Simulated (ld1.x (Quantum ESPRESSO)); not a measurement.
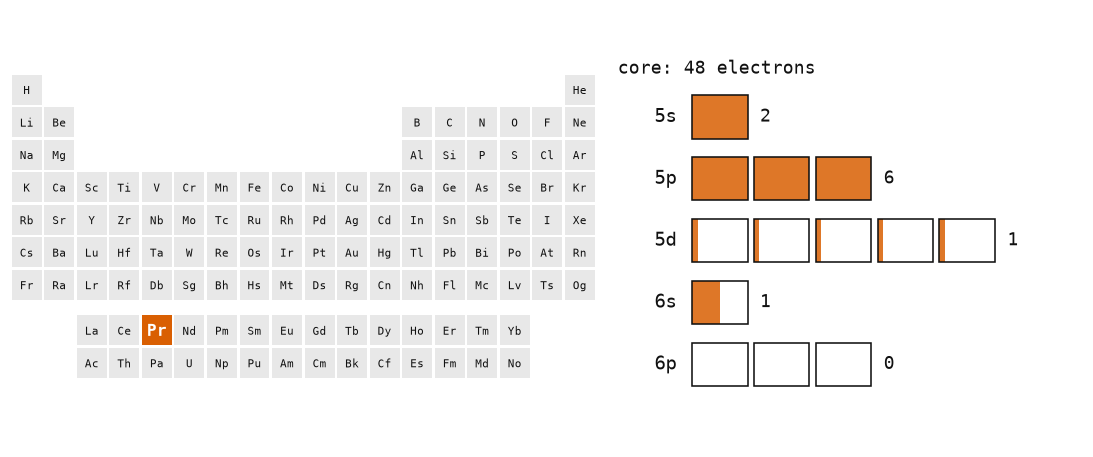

**Figure 1.** Left, the place of praseodymium in the periodic table; right, the valence shells of the reference configuration: a box for each of the 2l + 1 orbitals, shaded by the share of the shell that is filled, with the electron count at the right. The shells are those of the unaltered input.

Run report: Pr, pseudopotential generation

- system: praseodymium (Pr, Z = 59), core [Kr] 4d10 4f2, reference valence 5s2 5p6 5d1 6s1 6p0 (an ion of charge +1), valence charge 11. (This line and the method describe the unaltered input from which the odd one was made.)
- method: TM potential, BLYP, fully relativistic, made with ld1.x (Quantum ESPRESSO) 7.5

The input:
```
 &input
   title='Pr', zed=59., rel=2, dft='BLYP', iswitch=3, lsd=1,
   config='[Xe] 4f2 5d1 6s1 6p0', rel_dist='average',
   nld=5, rlderiv=3.10, eminld=-6.0, emaxld=5.0, deld=0.02
 /
 &inputp
   pseudotype=2, tm=.true., lloc=-2, rcloc=2.65,
   nlcc=.true., rcore=2.20,
   file_pseudopw='Pr.UPF', file_wfcaegen='ae.wfc', file_wfcncgen='nc.wfc', file_beta='beta', file_chi='chi'
 /
3
5S  1  0   2.00   0.00  2.30  2.30  0.0
5P  2  1   6.00   0.00  2.85  2.85  0.0
5D  3  2   1.00   0.00  2.35  2.35  0.0
 &test
   configts(1)='5s2 5p6 5d1 6s1 6p0'
 /
```

Hardware: 1 CPU thread, shared host.

Run as:
```bash
ld1.x < Pr.in > Pr.out
```

Log:
```
     Program LD1 v.7.5
     --------------------------- All-electron run ----------------------------

     Pr
     dirac relativistic calculation

     atomic number is 59.00
     dft =BLYP   lsd =0 sic =0 latt =0  beta=0.20 tr2=1.0E-14
     Exchange-correlation= BLYP
                           (   1   3   1   3   0   0   0)
     mesh =1255 r(mesh) =  99.23220 a.u. xmin = -7.00 dx = 0.01250
     1 Ry =  13.60569312 eV, c = 137.03599908

     n l j   nl                  e(Ry)          e(Ha)          e(eV)
     Spin orbit split results
     1 0 0.5 1S 1( 2.00)     -3072.0200     -1536.0100    -41796.9611
     2 0 0.5 2S 1( 2.00)      -494.7599      -247.3800     -6731.5515
     2 1 0.5 2P 1( 2.00)      -467.6509      -233.8255     -6362.7150
     2 1 1.5 2P 1( 4.00)      -432.1950      -216.0975     -5880.3122
     3 0 0.5 3S 1( 2.00)      -107.4954       -53.7477     -1462.5494
     3 1 0.5 3P 1( 2.00)       -95.9688       -47.9844     -1305.7224
     3 1 1.5 3P 1( 4.00)       -88.9475       -44.4737     -1210.1918
     4 0 0.5 4S 1( 2.00)       -22.0933       -11.0466      -300.5941
     4 1 0.5 4P 1( 2.00)       -17.7762        -8.8881      -241.8580
     4 1 1.5 4P 1( 4.00)       -16.2534        -8.1267      -221.1391
     3 2 1.5 3D 1( 4.00)       -68.8306       -34.4153      -936.4883
     3 2 2.5 3D 1( 6.00)       -67.3176       -33.6588      -915.9032
     5 0 0.5 5S 1( 2.00)        -3.5210        -1.7605       -47.9056
     5 1 0.5 5P 1( 2.00)        -2.3381        -1.1690       -31.8111
     5 1 1.5 5P 1( 4.00)        -2.1166        -1.0583       -28.7976
     4 2 1.5 4D 1( 4.00)        -9.1598        -4.5799      -124.6255
     4 2 2.5 4D 1( 6.00)        -8.8911        -4.4455      -120.9692
     4 3 2.5 4F 1( 0.86)        -0.8985        -0.4493       -12.2250
     4 3 3.5 4F 1( 1.14)        -0.8697        -0.4348       -11.8329
     5 2 1.5 5D 1( 0.40)        -0.6316        -0.3158        -8.5927
     5 2 2.5 5D 1( 0.60)        -0.6138        -0.3069        -8.3518
     6 0 0.5 6S 1( 1.00)        -0.6335        -0.3168        -8.6195
     6 1 0.5 6P 1( 0.00)        -0.4189        -0.2094        -5.6993
     6 1 1.5 6P 1( 0.00)        -0.3959        -0.1980        -5.3867
     Averaged results
     1 0     1S 1( 2.00)     -3072.0200     -1536.0100    -41796.9611
     2 0     2S 1( 2.00)      -494.7599      -247.3800     -6731.5515
     2 1     2P 1( 6.00)      -444.0136      -222.0068     -6041.1131
     3 0     3S 1( 2.00)      -107.4954       -53.7477     -1462.5494
     3 1     3P 1( 6.00)       -91.2879       -45.6440     -1242.0354
     4 0     4S 1( 2.00)       -22.0933       -11.0466      -300.5941
     4 1     4P 1( 6.00)       -16.7610        -8.3805      -228.0454
     3 2     3D 1(10.00)       -67.9228       -33.9614      -924.1372
     5 0     5S 1( 2.00)        -3.5210        -1.7605       -47.9056
     5 1     5P 1( 6.00)        -2.1904        -1.0952       -29.8021
     4 2     4D 1(10.00)        -8.9986        -4.4993      -122.4317
     4 3     4F 1( 2.00)        -0.8821        -0.4410       -12.0009
     5 2     5D 1( 1.00)        -0.6209        -0.3105        -8.4481
     6 0     6S 1( 1.00)        -0.6335        -0.3168        -8.6195
     6 1     6P 1( 0.00)        -0.4036        -0.2018        -5.4909

     final scf error:  9.4E-15 reached in  28 iterations

     Etot =  -18486.231115 Ry,   -9243.115557 Ha, -251517.987550 eV

     Ekin =   19886.919713 Ry,    9943.459857 Ha,  270575.326783 eV
     Encl =  -45059.297419 Ry,  -22529.648709 Ha, -613062.973015 eV
     Eh   =    7120.104239 Ry,    3560.052120 Ha,   96873.953280 eV
     Exc  =    -433.957649 Ry,    -216.978824 Ha,   -5904.294597 eV

     normalization and overlap integrals

     s(1S/1S) =  1.000000  <r> =   0.0241  <r2> =    0.0008  r(max) =   0.0153
     s(2S/2S) =  1.000000  <r> =   0.1026  <r2> =    0.0125  r(max) =   0.0872
     s(2P/2P) =  1.000000  <r> =   0.0860  <r2> =    0.0091  r(max) =   0.0670
     s(2P/2P) =  1.000000  <r> =   0.0924  <r2> =    0.0104  r(max) =   0.0723
     s(3S/3S) =  1.000000  <r> =   0.2720  <r2> =    0.0847  r(max) =   0.2491
     s(3P/3P) =  1.000000  <r> =   0.2618  <r2> =    0.0796  r(max) =   0.2369
     s(3P/3P) =  1.000000  <r> =   0.2741  <r2> =    0.0871  r(max) =   0.2491
     s(4S/4S) =  1.000000  <r> =   0.6214  <r2> =    0.4358  r(max) =   0.5755
     s(4P/4P) =  1.000000  <r> =   0.6387  <r2> =    0.4641  r(max) =   0.5901
     s(4P/4P) =  1.000000  <r> =   0.6664  <r2> =    0.5049  r(max) =   0.6126
     s(3D/3D) =  1.000000  <r> =   0.2453  <r2> =    0.0710  r(max) =   0.1989
     s(3D/3D) =  1.000000  <r> =   0.2491  <r2> =    0.0731  r(max) =   0.2014
     s(5S/5S) =  1.000000  <r> =   1.4805  <r2> =    2.4635  r(max) =   1.3297
     s(5P/5P) =  1.000000  <r> =   1.6607  <r2> =    3.1252  r(max) =   1.4513
     s(5P/5P) =  1.000000  <r> =   1.7448  <r2> =    3.4514  r(max) =   1.5257
     s(4D/4D) =  1.000000  <r> =   0.7175  <r2> =    0.5972  r(max) =   0.6281
     s(4D/4D) =  1.000000  <r> =   0.7273  <r2> =    0.6135  r(max) =   0.6360
     s(4F/4F) =  1.000000  <r> =   1.0369  <r2> =    1.4150  r(max) =   0.6770
     s(4F/4F) =  1.000000  <r> =   1.0487  <r2> =    1.4504  r(max) =   0.6770
     s(5D/5D) =  1.000000  <r> =   2.6698  <r2> =    8.4065  r(max) =   2.0854
     s(5D/5D) =  1.000000  <r> =   2.7218  <r2> =    8.7378  r(max) =   2.1116
     s(6S/6S) =  1.000000  <r> =   3.9165  <r2> =   17.2054  r(max) =   3.4815
     s(6P/6P) =  1.000000  <r> =   4.7905  <r2> =   25.8127  r(max) =   4.1995
     s(6P/6P) =  1.000000  <r> =   4.9958  <r2> =   28.0479  r(max) =   4.4148

     ------------------------ End of All-electron run ------------------------

     --------------------- Generating NC pseudopotential ---------------------

      Generating local potential from pseudized AE potential:
      Matching radius rcloc =   2.6500
      Enforcing V''(0)=0 (lloc=-2)

      Local pseudo, rcloc= 2.644 Estimated cut-off energy=     4.57 Ry

      Computing core charge for nlcc:

       r > 2.22 : true rho core
       r < 2.22 : rho core = a sin(br)/r    a=   0.14  b=   0.97

      Integrated core pseudo-charge :   1.33

     Fully relativistic calculation: |psi|^2

     Wfc 5S LC norm =  0.99977841 SC norm =  0.00022153 missing  0.00000006

     Wfc 5P LC norm =  0.99982339 SC norm =  0.00017653 missing  0.00000009

     Wfc 5P LC norm =  0.99983902 SC norm =  0.00016060 missing  0.00000038

     Wfc 5D LC norm =  0.99993031 SC norm =  0.00006965 missing  0.00000004

     Wfc 5D LC norm =  0.99993298 SC norm =  0.00006335 missing  0.00000368

      Wfc   5S  rcut= 2.276  Using Troullier-Martins method

      Wfc   5P  rcut= 2.850  Using Troullier-Martins method

      Wfc   5P  rcut= 2.850  Using Troullier-Martins method

      Wfc   5D  rcut= 2.334  Using Troullier-Martins method

      Wfc   5D  rcut= 2.334  Using Troullier-Martins method

     ------------------- End of pseudopotential generation -------------------

     --------------------------- All-electron run ----------------------------

     Pr
     dirac relativistic calculation

     atomic number is 59.00
     dft =BLYP   lsd =0 sic =0 latt =0  beta=0.20 tr2=1.0E-14
     Exchange-correlation= BLYP
                           (   1   3   1   3   0   0   0)
     mesh =1255 r(mesh) =  99.23220 a.u. xmin = -7.00 dx = 0.01250
     1 Ry =  13.60569312 eV, c = 137.03599908

     n l j   nl                  e(Ry)          e(Ha)          e(eV)
     Spin orbit split results
     1 0 0.5 1S 1( 2.00)     -3072.0200     -1536.0100    -41796.9611
     2 0 0.5 2S 1( 2.00)      -494.7599      -247.3800     -6731.5515
     2 1 0.5 2P 1( 2.00)      -467.6509      -233.8255     -6362.7150
     2 1 1.5 2P 1( 4.00)      -432.1950      -216.0975     -5880.3122
     3 0 0.5 3S 1( 2.00)      -107.4954       -53.7477     -1462.5494
     3 1 0.5 3P 1( 2.00)       -95.9688       -47.9844     -1305.7224
     3 1 1.5 3P 1( 4.00)       -88.9475       -44.4737     -1210.1918
     4 0 0.5 4S 1( 2.00)       -22.0933       -11.0466      -300.5941
     4 1 0.5 4P 1( 2.00)       -17.7762        -8.8881      -241.8580
     4 1 1.5 4P 1( 4.00)       -16.2534        -8.1267      -221.1391
     3 2 1.5 3D 1( 4.00)       -68.8306       -34.4153      -936.4883
     3 2 2.5 3D 1( 6.00)       -67.3176       -33.6588      -915.9032
     5 0 0.5 5S 1( 2.00)        -3.5210        -1.7605       -47.9056
     5 1 0.5 5P 1( 2.00)        -2.3381        -1.1690       -31.8111
     5 1 1.5 5P 1( 4.00)        -2.1166        -1.0583       -28.7976
     4 2 1.5 4D 1( 4.00)        -9.1598        -4.5799      -124.6255
     4 2 2.5 4D 1( 6.00)        -8.8911        -4.4455      -120.9692
     4 3 2.5 4F 1( 0.86)        -0.8985        -0.4493       -12.2250
     4 3 3.5 4F 1( 1.14)        -0.8697        -0.4348       -11.8329
     5 2 1.5 5D 1( 0.40)        -0.6316        -0.3158        -8.5927
     5 2 2.5 5D 1( 0.60)        -0.6138        -0.3069        -8.3518
     6 0 0.5 6S 1( 1.00)        -0.6335        -0.3168        -8.6195
     6 1 0.5 6P 1( 0.00)        -0.4189        -0.2094        -5.6993
     6 1 1.5 6P 1( 0.00)        -0.3959        -0.1980        -5.3867
     Averaged results
     1 0     1S 1( 2.00)     -3072.0200     -1536.0100    -41796.9611
     2 0     2S 1( 2.00)      -494.7599      -247.3800     -6731.5515
     2 1     2P 1( 6.00)      -444.0136      -222.0068     -6041.1131
     3 0     3S 1( 2.00)      -107.4954       -53.7477     -1462.5494
     3 1     3P 1( 6.00)       -91.2879       -45.6440     -1242.0354
     4 0     4S 1( 2.00)       -22.0933       -11.0466      -300.5941
     4 1     4P 1( 6.00)       -16.7610        -8.3805      -228.0454
     3 2     3D 1(10.00)       -67.9228       -33.9614      -924.1372
     5 0     5S 1( 2.00)        -3.5210        -1.7605       -47.9056
     5 1     5P 1( 6.00)        -2.1904        -1.0952       -29.8021
     4 2     4D 1(10.00)        -8.9986        -4.4993      -122.4317
     4 3     4F 1( 2.00)        -0.8821        -0.4410       -12.0009
     5 2     5D 1( 1.00)        -0.6209        -0.3105        -8.4481
     6 0     6S 1( 1.00)        -0.6335        -0.3168        -8.6195
     6 1     6P 1( 0.00)        -0.4036        -0.2018        -5.4909

     final scf error:  9.4E-15 reached in  28 iterations

     Etot =  -18486.231115 Ry,   -9243.115557 Ha, -251517.987550 eV

     Ekin =   19886.919713 Ry,    9943.459857 Ha,  270575.326783 eV
     Encl =  -45059.297419 Ry,  -22529.648709 Ha, -613062.973015 eV
     Eh   =    7120.104239 Ry,    3560.052120 Ha,   96873.953280 eV
     Exc  =    -433.957649 Ry,    -216.978824 Ha,   -5904.294597 eV

     normalization and overlap integrals

     s(1S/1S) =  1.000000  <r> =   0.0241  <r2> =    0.0008  r(max) =   0.0153
     s(2S/2S) =  1.000000  <r> =   0.1026  <r2> =    0.0125  r(max) =   0.0872
     s(2P/2P) =  1.000000  <r> =   0.0860  <r2> =    0.0091  r(max) =   0.0670
     s(2P/2P) =  1.000000  <r> =   0.0924  <r2> =    0.0104  r(max) =   0.0723
     s(3S/3S) =  1.000000  <r> =   0.2720  <r2> =    0.0847  r(max) =   0.2491
     s(3P/3P) =  1.000000  <r> =   0.2618  <r2> =    0.0796  r(max) =   0.2369
     s(3P/3P) =  1.000000  <r> =   0.2741  <r2> =    0.0871  r(max) =   0.2491
     s(4S/4S) =  1.000000  <r> =   0.6214  <r2> =    0.4358  r(max) =   0.5755
     s(4P/4P) =  1.000000  <r> =   0.6387  <r2> =    0.4641  r(max) =   0.5901
     s(4P/4P) =  1.000000  <r> =   0.6664  <r2> =    0.5049  r(max) =   0.6126
     s(3D/3D) =  1.000000  <r> =   0.2453  <r2> =    0.0710  r(max) =   0.1989
     s(3D/3D) =  1.000000  <r> =   0.2491  <r2> =    0.0731  r(max) =   0.2014
     s(5S/5S) =  1.000000  <r> =   1.4805  <r2> =    2.4635  r(max) =   1.3297
     s(5P/5P) =  1.000000  <r> =   1.6607  <r2> =    3.1252  r(max) =   1.4513
     s(5P/5P) =  1.000000  <r> =   1.7448  <r2> =    3.4514  r(max) =   1.5257
     s(4D/4D) =  1.000000  <r> =   0.7175  <r2> =    0.5972  r(max) =   0.6281
     s(4D/4D) =  1.000000  <r> =   0.7273  <r2> =    0.6135  r(max) =   0.6360
     s(4F/4F) =  1.000000  <r> =   1.0369  <r2> =    1.4150  r(max) =   0.6770
     s(4F/4F) =  1.000000  <r> =   1.0487  <r2> =    1.4504  r(max) =   0.6770
     s(5D/5D) =  1.000000  <r> =   2.6698  <r2> =    8.4065  r(max) =   2.0854
     s(5D/5D) =  1.000000  <r> =   2.7218  <r2> =    8.7378  r(max) =   2.1116
     s(6S/6S) =  1.000000  <r> =   3.9165  <r2> =   17.2054  r(max) =   3.4815
     s(6P/6P) =  1.000000  <r> =   4.7905  <r2> =   25.8127  r(max) =   4.1995
     s(6P/6P) =  1.000000  <r> =   4.9958  <r2> =   28.0479  r(max) =   4.4148

     ------------------------ End of All-electron run ------------------------

     Computing logarithmic derivative in   3.09173
     Message from routine run_pseudo:
     Warning: convergence not achieved
     Computing logarithmic derivative in   3.09173
     Computing the partial wave expansion
     R is outside the sphere for l=    0 j= 0.50
     R is outside the sphere for l=    1 j= 0.50
     R is outside the sphere for l=    1 j= 1.50
     R is outside the sphere for l=    2 j= 1.50
     R is outside the sphere for l=    2 j= 2.50

     ---------------------- Testing the pseudopotential ----------------------

     Pr
     dirac relativistic calculation

     atomic number is 59.00   valence charge is 11.00
     dft =BLYP   lsd =0 sic =0 latt =0  beta=0.20 tr2=1.0E-14
     mesh =1255 r(mesh) =  99.23220 xmin = -7.00 dx = 0.01250

     n l  j  nl             e AE (Ry)       e PS (Ry)    De AE-PS (Ry)
     1 0 0.5 5S   1( 2.00)       -3.52100       -3.52100       -0.00000
     2 1 0.5 5P   1( 2.00)       -2.33807       -2.33807       -0.00000
     2 1 1.5 5P   1( 4.00)       -2.11658       -2.11658        0.00000
     3 2 1.5 5D   1( 0.40)       -0.63155       -0.63154       -0.00001
     3 2 2.5 5D   1( 0.60)       -0.61384       -0.61385        0.00000
     2 0 0.5 6S   1( 1.00)       -0.63352       -0.66390        0.03038  !
     3 1 0.5 6P   1( 0.00)       -0.41889       -0.41743       -0.00145
     3 1 1.5 6P   1( 0.00)       -0.39592       -0.39635        0.00044

     eps = 1.4E-10  iter =201

     Etot =  -18486.231115 Ry,   -9243.115557 Ha, -251517.987550 eV
     Etotps =   -67.236418 Ry,     -33.618209 Ha,    -914.798075 eV

     Ekin =      16.128745 Ry,       8.064373 Ha,     219.442762 eV
     Encl =    -112.428491 Ry,     -56.214246 Ha,   -1529.667548 eV
     Ehrt =      47.612504 Ry,      23.806252 Ha,     647.801116 eV
     Ecxc =      -8.883133 Ry,      -4.441567 Ha,    -120.861186 eV
     (Ecc =      -0.339022 Ry,      -0.169511 Ha,      -4.612624 eV)
     Epseu=      -9.666043 Ry,      -4.833022 Ha,    -131.513219 eV

     ---------------------- End of pseudopotential test ----------------------
```

Outcome:

- outcome: generated; the pseudo-atom misses its reference levels by up to 0.41 eV (6s, which has no pseudo-wave of its own)
- reference test: the pseudo-atom misses its own reference levels by up to 0.41 eV
- wall time: 1.4 s

What is odd here:

The input is odd on purpose: spin polarisation asked for in a generation. The program ran to the end. The all-electron atom is untouched: its total energy equals that from the unaltered input (−18486.2311 Ry). The pseudo-atom's energy and levels in the reference configuration are also those from the unaltered input, so the oddity leaves no trace there. The pseudo-atom misses the all-electron 6s level by 0.030 Ry, much as with the unaltered input. No test for ghost states or cutoffs was run on this potential, so its soundness isn't shown. Warnings of the program, in the generation or the tests: convergence not achieved. The open f shell is frozen into the core, so the potential fits one valence alone and carries no f magnetism.
